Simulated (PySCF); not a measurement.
# C3H8Si: NMR shifts, electronic excitations and K edges in gas and solvents, part 1 of 2

Aim: compute the NMR shifts, electronic excitations and K edges of C3H8Si (`C=C(C)[SiH3]`), and see what a dielectric continuum does where one was used.

Programs: PySCF 2.14.0, with density-fitted response routines of our own. Each step states its level of theory. These are calculated values for one molecule, in the gas phase or a continuum, unless marked as measured. Atoms are numbered from 0 throughout.

## Step 1: The molecule as given

12 atoms, charge 0, multiplicity 1; geometry from: GFN2-xTB. The atoms were then displaced at random by about 0.01 Å, so the start is not that level's minimum.

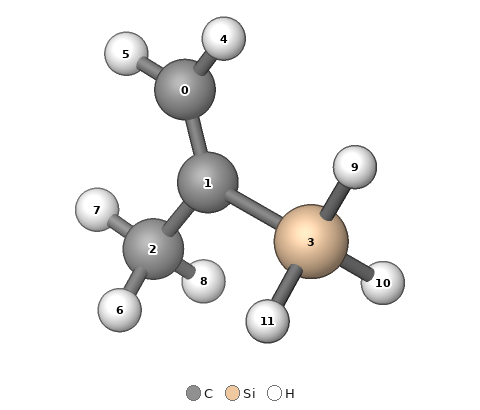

The starting geometry (carbon grey, silicon light orange, hydrogen white), atoms numbered.

## Step 2: Geometry optimisation at PBE0-D3(BJ)/def2-SVP

Job settings and geometry (Å):

```
{"job": {"xc": "PBE0", "basis": "def2-SVP", "d3": "d3bj", "grid": 1, "shake": 0.01, "kind": "geom"}, "charge": 0, "multiplicity": 1}
C     -0.617600     1.415050     0.386340
C     -0.207160     0.216650     0.095390
C     -1.086400    -0.985080     0.314530
Si     1.553510    -0.104790    -0.610190
H     -0.032290     2.308930     0.214210
H     -1.627830     1.626690     0.783940
H     -0.570400    -1.671140     1.015880
H     -2.022810    -0.702130     0.724140
H     -1.218880    -1.511280    -0.595210
H      2.238000     1.152960    -0.759430
H      1.376550    -0.783350    -1.894060
H      2.255000    -0.990770     0.315440
```

Launch:

```sh
$ OMP_NUM_THREADS=1 python probes_run.py task.json out
```

The driver reads the jobs from task.json and runs them one after another.

Output:

```text
step   0  E = -408.14441690  max force = 0.047200
step   1  E = -408.15206284  max force = 0.008121
step   2  E = -408.15239920  max force = 0.001757
step   3  E = -408.15242215  max force = 0.001840
step   4  E = -408.15244463  max force = 0.000344
step   5  E = -408.15244837  max force = 0.000218
optimisation converged
```

Wall time 32 s (1 thread of Arm Neoverse N1, shared host); peak memory 0.41 GiB.

Relaxation path:

| step | energy from step 0 (eV) | largest force component (eV/Å) |
| --- | --- | --- |
| 0 | 0.0000 | 2.4271 |
| 1 | -0.2081 | 0.4176 |
| 2 | -0.2172 | 0.0903 |
| 3 | -0.2178 | 0.0946 |
| 4 | -0.2184 | 0.0177 |
| 5 | -0.2185 | 0.0112 |

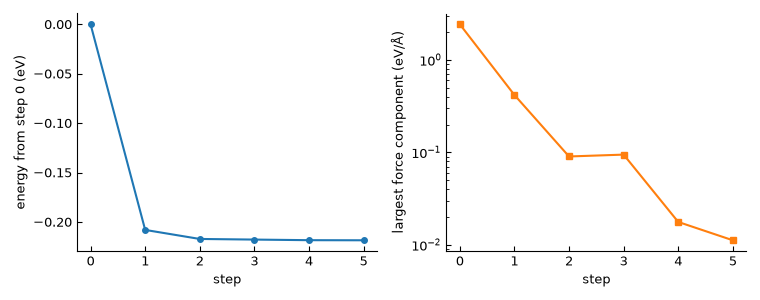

Energy and largest force along the relaxation.

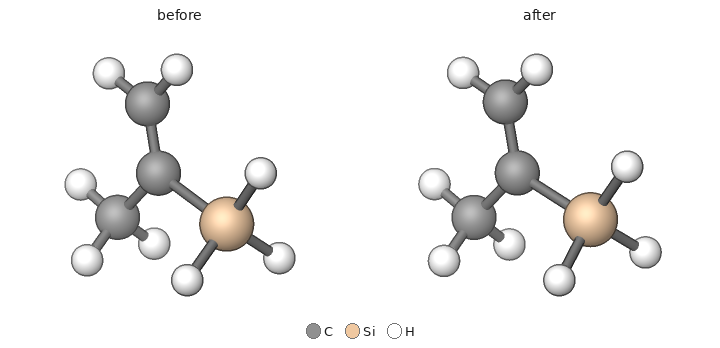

Before and after, at one scale.

Close pairs (by a distance rule), those that changed most:

| bond | before (Å) | after (Å) | change (Å) |
| --- | --- | --- | --- |
| Si3–H9 | 1.440 | 1.494 | +0.054 |
| C1–Si3 | 1.924 | 1.880 | -0.044 |
| C2–H8 | 1.059 | 1.103 | +0.044 |
| C0–C1 | 1.300 | 1.341 | +0.041 |
| C2–H7 | 1.061 | 1.101 | +0.041 |
| Si3–H11 | 1.461 | 1.497 | +0.037 |
| Si3–H10 | 1.463 | 1.498 | +0.035 |
| C0–H4 | 1.082 | 1.094 | +0.012 |

The final coordinates are the input of the step that follows.

| at the end point | value |
| --- | --- |
| rotational constants (GHz, main isotopes) | 8.535, 4.269, 2.998 |
| dipole moment (D) | 0.76 |

## Step 3: NMR shieldings: PBE0/pcSseg-1 in acetone

Job settings and geometry (Å):

```
{"job": {"kind": "nmr", "xc": "PBE0", "basis": "pcSseg-1", "solvent": "acetone", "pop": true}, "charge": 0, "multiplicity": 1}
C     -0.530825     1.421788     0.519299
C     -0.151325     0.179773     0.186982
C     -1.007895    -1.023109     0.463097
Si     1.508643    -0.091137    -0.653185
H      0.098579     2.294460     0.318916
H     -1.494204     1.615448     1.008047
H     -0.500500    -1.721476     1.149987
H     -1.972715    -0.742650     0.913465
H     -1.213047    -1.589932    -0.460597
H      2.207211     1.215853    -0.839924
H      1.318470    -0.746445    -1.986217
H      2.371037    -0.999930     0.167003
```

Method: GIAO PBE0/pcSseg-1 NMR shielding, non-relativistic, IEF-PCM acetone.

Output:

```text
coarse grid: 9848 points
cycle   1  E = -408.2476512444  dE =  5.488e-02  |g| = 3.022e-01  |ddm| = 2.915e+00
cycle   2  E = -408.2454138555  dE =  2.237e-03  |g| = 3.181e-01  |ddm| = 5.459e-01
cycle   3  E = -408.2728820018  dE = -2.747e-02  |g| = 2.663e-02  |ddm| = 2.960e-01
cycle   4  E = -408.2729417427  dE = -5.974e-05  |g| = 2.230e-02  |ddm| = 3.492e-02
cycle   5  E = -408.2730631332  dE = -1.214e-04  |g| = 3.584e-03  |ddm| = 1.769e-02
cycle   6  E = -408.2730663402  dE = -3.207e-06  |g| = 8.271e-04  |ddm| = 3.648e-03
final grid: 88528 points
cycle   7  E = -408.2968742188  dE = -1.589e-05  |g| = 5.706e-03  |ddm| = 1.663e-02
cycle   8  E = -408.2968722361  dE =  1.983e-06  |g| = 6.329e-03  |ddm| = 1.059e-02
cycle   9  E = -408.2968832316  dE = -1.100e-05  |g| = 3.495e-04  |ddm| = 5.518e-03
cycle  10  E = -408.2968832488  dE = -1.727e-08  |g| = 1.942e-04  |ddm| = 3.579e-04
cycle  11  E = -408.2968832582  dE = -9.344e-09  |g| = 3.729e-05  |ddm| = 1.570e-04
cycle  12  E = -408.2968832585  dE = -3.172e-10  |g| = 8.900e-06  |ddm| = 4.286e-05
converged SCF energy = -408.2968832585

GIAO shielding tensors (ppm)
atom      isotropic    diamagn.    paramagn.     s11        s22        s33       span
  0 C       44.688     253.783    -209.095    -71.043     65.566    139.540    210.583
  1 C       35.217     261.799    -226.582    -81.563     11.167    176.047    257.610
  2 C      158.521     247.090     -88.568    143.954    146.377    185.233     41.279
  3 Si     414.159     880.559    -466.400    360.691    412.477    469.308    108.617
  4 H       25.264      30.870      -5.606     22.255     23.983     29.555      7.299
  5 H       25.131      30.531      -5.400     21.773     24.687     28.932      7.158
  6 H       29.154      29.110       0.043     25.460     27.626     34.375      8.915
  7 H       29.211      29.707      -0.496     25.733     27.716     34.183      8.450
  8 H       29.173      29.360      -0.187     25.360     27.888     34.271      8.910
  9 H       27.209      29.277      -2.068     24.135     25.950     31.542      7.407
 10 H       27.121      28.897      -1.775     24.316     25.565     31.483      7.168
 11 H       27.112      28.832      -1.720     24.313     25.548     31.476      7.163
```

Wall time 15 s (1 thread of Arm Neoverse N1, shared host); peak memory 0.58 GiB.

Shifts follow as δ = σ(reference) − σ, with reference shieldings (ppm) from runs at the same level and on the same kind of geometry: 1H TMS 31.24, 13C TMS 185.4, 29Si TMS 351.8. The references are single molecules in the same continuum. Atoms listed in one row are averaged.

| atoms | environment | σ (ppm) | δ (ppm) |
| --- | --- | --- | --- |
| C1 | fully substituted alkene carbon | 35.2 | 150.2 |
| C0 | terminal =CH2 carbon | 44.7 | 140.7 |
| C2 | allylic methyl carbon | 158.5 | 26.9 |
| H5 | hydrogen on a terminal =CH2 carbon | 25.13 | 6.11 |
| H4 | hydrogen on a terminal =CH2 carbon | 25.26 | 5.98 |
| H9, H10, H11 | hydrogen on a silicon bonded to C | 27.15 | 4.09 |
| H6, H7, H8 | hydrogen on an allylic methyl carbon | 29.18 | 2.06 |
| Si3 | silicon bonded to C, 3 H | 414.2 | -62.4 |

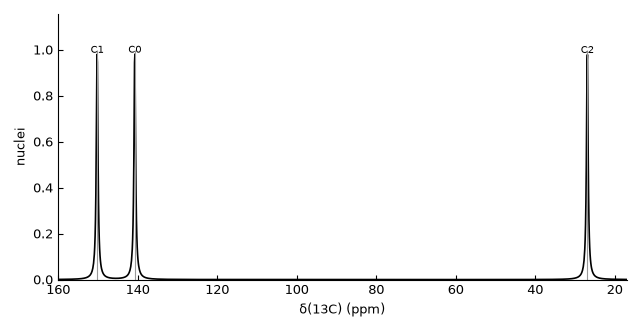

13C lines at the computed shifts, without couplings. Lines are broadened to a width of 0.49 ppm (Lorentzian).

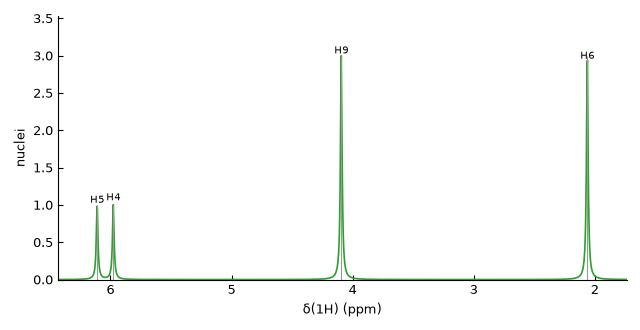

1H lines at the computed shifts, without couplings. Lines are broadened to a width of 0.02 ppm (Lorentzian).

The run also stored atomic charges by several schemes (e):

| atoms | Mulliken | IAO | Hirshfeld | ESP fit |
| --- | --- | --- | --- | --- |
| C0 | -0.13 | -0.31 | -0.10 | -0.58 |
| C1 | -0.59 | -0.25 | -0.08 | 0.17 |
| C2 | -0.21 | -0.42 | -0.12 | -0.46 |
| Si3 | 0.55 | 0.58 | 0.30 | 0.25 |

ESP fit charges:

| atom | value (e) |
| --- | --- |
| C0 | -0.58 |
| C1 | 0.17 |
| C2 | -0.46 |
| Si3 | 0.25 |
| H4 | 0.21 |
| H5 | 0.22 |
| H6 | 0.14 |
| H7 | 0.14 |
| H8 | 0.14 |
| H9 | -0.07 |
| H10 | -0.08 |
| H11 | -0.08 |

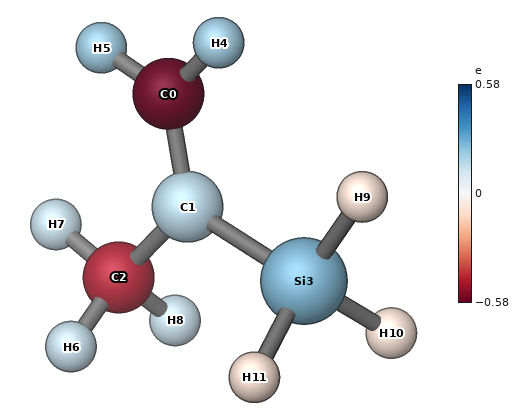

ESP fit charges, as colours on the atoms.

Mayer bond orders: C0–C1 1.95, C1–C2 1.04, C1–Si3 0.88.

## Step 4: Shielding tensors: PBE0/pcSseg-1 in tetrahydrofuran

Settings changed since step 3:

```diff
@@ -1,2 +1,2 @@
-{"job": {"kind": "nmr", "xc": "PBE0", "basis": "pcSseg-1", "solvent": "acetone", "pop": true}, "charge": 0, "multiplicity": 1}
+{"job": {"kind": "nmr", "xc": "PBE0", "basis": "pcSseg-1", "solvent": "tetrahydrofuran", "pop": false}, "charge": 0, "multiplicity": 1}
 C     -0.530825     1.421788     0.519299
```

Level: GIAO PBE0/pcSseg-1 NMR shielding, non-relativistic, IEF-PCM tetrahydrofuran.

Output:

```text
coarse grid: 9848 points
cycle   1  E = -408.2472620011  dE =  5.523e-02  |g| = 3.030e-01  |ddm| = 2.915e+00
cycle   2  E = -408.2446711689  dE =  2.591e-03  |g| = 3.208e-01  |ddm| = 5.510e-01
cycle   3  E = -408.2726209557  dE = -2.795e-02  |g| = 2.712e-02  |ddm| = 3.010e-01
cycle   4  E = -408.2726826966  dE = -6.174e-05  |g| = 2.268e-02  |ddm| = 3.560e-02
cycle   5  E = -408.2728084453  dE = -1.257e-04  |g| = 3.704e-03  |ddm| = 1.816e-02
cycle   6  E = -408.2728118791  dE = -3.434e-06  |g| = 8.702e-04  |ddm| = 3.789e-03
final grid: 88528 points
cycle   7  E = -408.2966218157  dE = -1.584e-05  |g| = 5.720e-03  |ddm| = 1.662e-02
cycle   8  E = -408.2966196972  dE =  2.119e-06  |g| = 6.375e-03  |ddm| = 1.069e-02
cycle   9  E = -408.2966308686  dE = -1.117e-05  |g| = 3.472e-04  |ddm| = 5.612e-03
cycle  10  E = -408.2966308854  dE = -1.677e-08  |g| = 1.958e-04  |ddm| = 3.597e-04
cycle  11  E = -408.2966308949  dE = -9.471e-09  |g| = 3.775e-05  |ddm| = 1.586e-04
cycle  12  E = -408.2966308952  dE = -3.286e-10  |g| = 9.228e-06  |ddm| = 4.364e-05
converged SCF energy = -408.2966308952

GIAO shielding tensors (ppm)
atom      isotropic    diamagn.    paramagn.     s11        s22        s33       span
  0 C       44.760     253.738    -208.978    -70.976     65.951    139.307    210.283
  1 C       35.397     261.792    -226.395    -81.399     11.505    176.085    257.484
  2 C      158.436     247.054     -88.619    143.954    146.222    185.130     41.177
  3 Si     414.110     880.554    -466.444    360.679    412.349    469.302    108.623
  4 H       25.283      30.886      -5.603     22.272     24.000     29.577      7.306
  5 H       25.155      30.550      -5.396     21.788     24.717     28.959      7.171
  6 H       29.166      29.127       0.039     25.479     27.642     34.378      8.899
  7 H       29.228      29.722      -0.494     25.759     27.736     34.189      8.431
  8 H       29.187      29.377      -0.190     25.380     27.906     34.275      8.895
  9 H       27.209      29.270      -2.062     24.133     25.949     31.543      7.410
 10 H       27.117      28.885      -1.768     24.310     25.559     31.482      7.172
 11 H       27.107      28.820      -1.712     24.307     25.542     31.474      7.167
```

Wall time 13 s (1 thread of Arm Neoverse N1, shared host); peak memory 0.58 GiB.

In short: δ C1 149.9, C0 140.5, C2 26.8, Si3 -62.3, H5 6.09, H4 5.96 ppm.

## Step 5: Excited states and response: PBE0/def2-SVPD

Settings changed since step 4:

```diff
@@ -1,2 +1,2 @@
-{"job": {"kind": "nmr", "xc": "PBE0", "basis": "pcSseg-1", "solvent": "tetrahydrofuran", "pop": false}, "charge": 0, "multiplicity": 1}
+{"job": {"kind": "uv", "xc": "PBE0", "basis": "def2-SVPD", "dynamic": true, "nstates": 6, "ntriplets": 0}, "charge": 0, "multiplicity": 1}
 C     -0.530825     1.421788     0.519299
```

Method: TDDFT PBE0/def2-SVPD, vertical, gas phase, core orbitals frozen in the response.

Output:

```text
coarse grid: 9848 points
cycle   1  E = -408.0730415004  dE =  2.800e-02  |g| = 2.928e-01  |ddm| = 4.174e+00
cycle   2  E = -408.0681886539  dE =  4.853e-03  |g| = 3.218e-01  |ddm| = 9.493e-01
cycle   3  E = -408.0975080852  dE = -2.932e-02  |g| = 3.137e-02  |ddm| = 4.717e-01
cycle   4  E = -408.0976121975  dE = -1.041e-04  |g| = 2.582e-02  |ddm| = 8.241e-02
cycle   5  E = -408.0977788392  dE = -1.666e-04  |g| = 4.801e-03  |ddm| = 3.851e-02
cycle   6  E = -408.0977853160  dE = -6.477e-06  |g| = 1.216e-03  |ddm| = 8.827e-03
final grid: 88528 points
cycle   7  E = -408.1516965990  dE = -1.608e-05  |g| = 5.617e-03  |ddm| = 6.808e-02
cycle   8  E = -408.1516933282  dE =  3.271e-06  |g| = 6.547e-03  |ddm| = 1.651e-02
cycle   9  E = -408.1517057030  dE = -1.237e-05  |g| = 2.577e-04  |ddm| = 9.053e-03
cycle  10  E = -408.1517057167  dE = -1.370e-08  |g| = 1.306e-04  |ddm| = 6.018e-04
cycle  11  E = -408.1517057203  dE = -3.615e-09  |g| = 5.095e-05  |ddm| = 2.169e-04
cycle  12  E = -408.1517057210  dE = -6.921e-10  |g| = 1.294e-05  |ddm| = 1.048e-04
converged SCF energy = -408.1517057210

Static polarisability (au): isotropic 67.129, principal 53.277 69.335 78.776

Singlet excitations
state   eV       nm        f      main configurations
  1   6.7473    183.8   0.00196   H-1->L 0.94
  2   6.8994    179.7   0.00030   H->L+1 0.93
  3   6.9754    177.7   0.37874   H->L 0.95
  4   7.5613    164.0   0.00042   H->L+2 0.92
  5   7.5878    163.4   0.00384   H->L+3 0.97
  6   7.9969    155.0   0.00062   H-2->L 0.96
```

It took 29 s on 1 thread of Arm Neoverse N1, shared host; peak memory 0.66 GiB.

The orbitals next to the gap, with their largest atomic shares:

| orbital | eV | atoms |
| --- | --- | --- |
| HOMO−3 | -9.64 | Si3 38 %, H11 23 %, H10 22 % |
| HOMO−2 | -9.54 | Si3 40 %, H9 32 %, H10 10 % |
| HOMO−1 | -8.72 | C1 31 %, Si3 22 %, C0 12 % |
| HOMO | -7.59 | C0 37 %, C1 34 %, C2 8 % |
| LUMO | -0.27 | C0 35 %, C1 31 %, Si3 8 % |
| LUMO+1 | 0.50 | Si3 32 %, C2 14 %, C0 10 % |
| LUMO+2 | 1.07 | Si3 48 %, H10 14 %, H11 14 % |

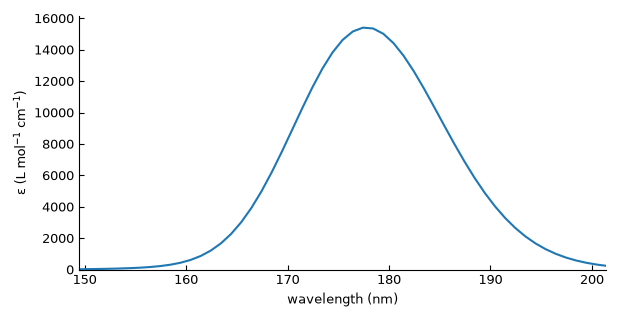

Absorption spectrum: each of the 6 states is a Gaussian band of 0.4 eV half-width at 1/e. Beyond the last state computed it falls off for lack of states.

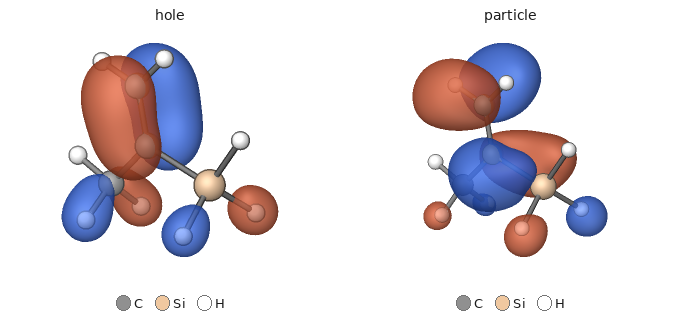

Leading natural transition orbitals of singlet state 3: the electron leaves the hole (left) for the particle orbital (right).

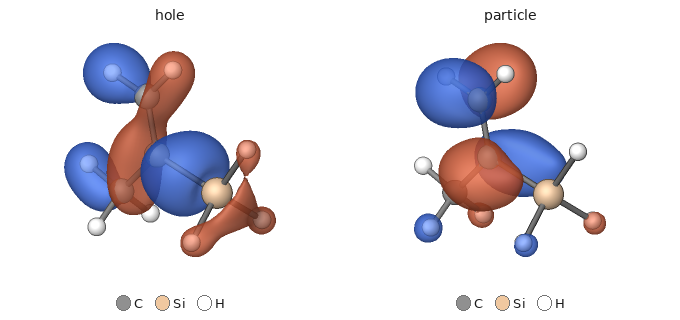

Leading natural transition orbitals of singlet state 1: the electron leaves the hole (left) for the particle orbital (right).

Further results of this job:

| property | computed |
| --- | --- |
| dipole moment (D) | 0.77 |
| polarisability (Å³) | 9.95 |
| HOMO–LUMO gap (eV) | 7.32 |
| −ε(HOMO) (eV) | 7.59 |
| C6 with itself (au) | 1634 |

Orbitals, density, ELF and potential are computed afterwards from the orbital file.

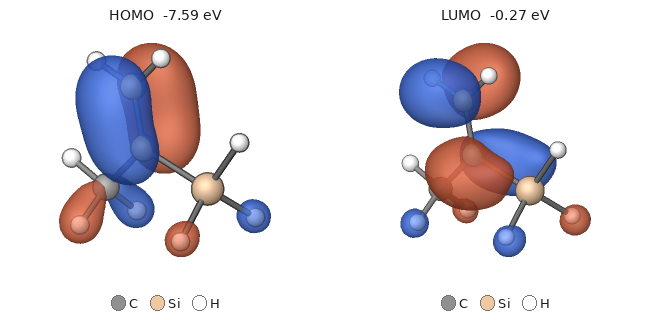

Frontier orbitals at PBE0/def2-SVPD; each surface holds 70 % of the orbital's density, blue and red mark the sign.

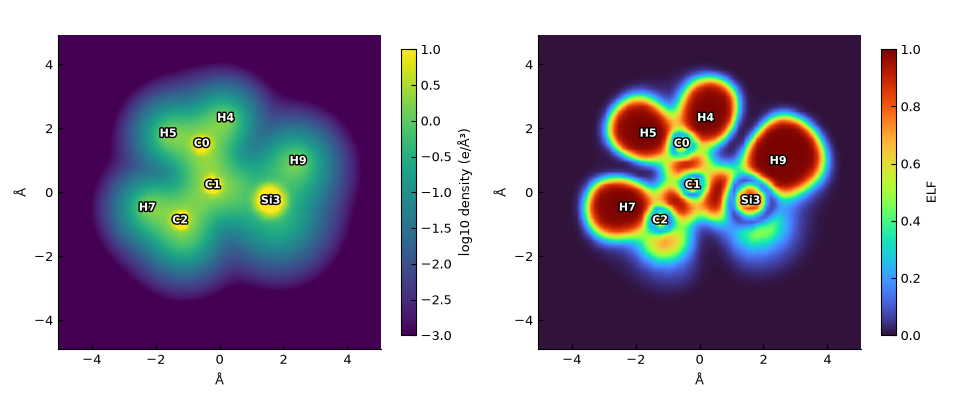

Density (left) and ELF (right) in a plane through or near 8 of the atoms.

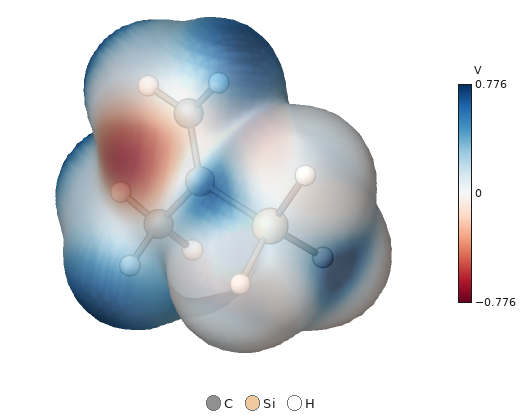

Electrostatic potential on the surface of density 0.002 e/bohr³; red is low, blue high. It runs from -0.52 V near C0 to 0.78 V near H5.

## Step 6: Ultraviolet spectrum: PBE0/def2-SVPD in acetone

Settings changed since step 5:

```diff
@@ -1,2 +1,2 @@
-{"job": {"kind": "uv", "xc": "PBE0", "basis": "def2-SVPD", "dynamic": true, "nstates": 6, "ntriplets": 0}, "charge": 0, "multiplicity": 1}
+{"job": {"kind": "uv", "xc": "PBE0", "basis": "def2-SVPD", "solvent": "acetone", "nstates": 6, "ntriplets": 0}, "charge": 0, "multiplicity": 1}
 C     -0.530825     1.421788     0.519299
```

With the program's defaults for keys left out, this is: TDDFT PBE0/def2-SVPD, vertical, IEF-PCM acetone (non-equilibrium linear response), core orbitals frozen in the response.

Output:

```text
coarse grid: 9848 points
cycle   1  E = -408.0758616995  dE =  2.559e-02  |g| = 2.865e-01  |ddm| = 4.172e+00
cycle   2  E = -408.0738501561  dE =  2.012e-03  |g| = 3.002e-01  |ddm| = 9.660e-01
cycle   3  E = -408.0993410353  dE = -2.549e-02  |g| = 2.709e-02  |ddm| = 4.446e-01
cycle   4  E = -408.0994077550  dE = -6.672e-05  |g| = 2.317e-02  |ddm| = 7.346e-02
cycle   5  E = -408.0995426271  dE = -1.349e-04  |g| = 3.160e-03  |ddm| = 3.255e-02
cycle   6  E = -408.0995452118  dE = -2.585e-06  |g| = 9.045e-04  |ddm| = 5.914e-03
final grid: 88528 points
cycle   7  E = -408.1534408881  dE = -1.658e-05  |g| = 5.496e-03  |ddm| = 6.777e-02
cycle   8  E = -408.1534388549  dE =  2.033e-06  |g| = 6.146e-03  |ddm| = 1.638e-02
cycle   9  E = -408.1534496376  dE = -1.078e-05  |g| = 3.039e-04  |ddm| = 8.568e-03
cycle  10  E = -408.1534496539  dE = -1.629e-08  |g| = 1.647e-04  |ddm| = 5.732e-04
cycle  11  E = -408.1534496608  dE = -6.836e-09  |g| = 3.689e-05  |ddm| = 2.587e-04
cycle  12  E = -408.1534496611  dE = -3.643e-10  |g| = 9.227e-06  |ddm| = 8.925e-05
converged SCF energy = -408.1534496611

Static polarisability (au): isotropic 90.708, principal 73.397 90.576 108.150

Singlet excitations
state   eV       nm        f      main configurations
  1   6.7024    185.0   0.00330   H-1->L 0.95
  2   6.8236    181.7   0.48038   H->L 0.95
  3   6.9000    179.7   0.00126   H->L+1 0.94
  4   7.5329    164.6   0.00042   H->L+2 0.88
  5   7.5914    163.3   0.00561   H->L+3 0.91
  6   8.0173    154.6   0.00215   H-2->L 0.97
```

Wall time 20 s (1 thread of Arm Neoverse N1, shared host); peak memory 0.69 GiB.

In short: HOMO -7.53 eV, LUMO -0.20 eV; lowest singlet 6.70 eV.

(Continued in part 2 of 2.)
